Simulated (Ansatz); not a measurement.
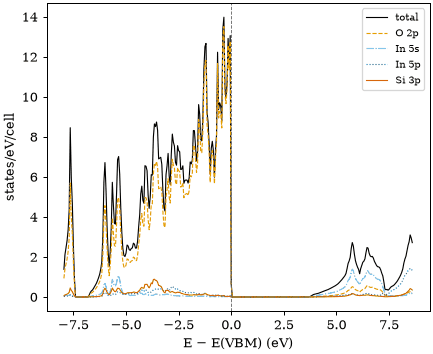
*Total and projected density of states of In2Si2O7 in space group C2/m (No. 12; Pearson symbol mS22), r²SCAN in the plane-wave PAW code Ansatz*

**Question.** Which orbitals carry the states next to the gap?

**Answer.** Top 1 eV of the valence band: O 2p 96 %. Bottom 1 eV of the conduction band: In 5s 48 %, O 2s 23 %, O 2p 12 %, In 5p 7 %, Si 3s 7 %. Projections are on Löwdin-orthogonalised atomic valence shells; empty p or d shells of many metals are not among them.

**Question.** Where is the tallest occupied peak in this window, and what makes it?

**Answer.** Near -0.3 eV, about 14 states/eV per cell; the largest projected share is O 2p.

The first step of the workflow began from a Materials Project structure, measured or hypothetical; the Crystallography Open Database files this formula in space group No. 12, but the cells were not matched. Its standing as an ambient phase is unchecked. The cell was relaxed with r²SCAN under the symmetry of its start; whether a distortion lowers the energy is not shown. Spin–orbit coupling is left out wherever it is not named.

Potentials: the later of the program's two PAW sets.
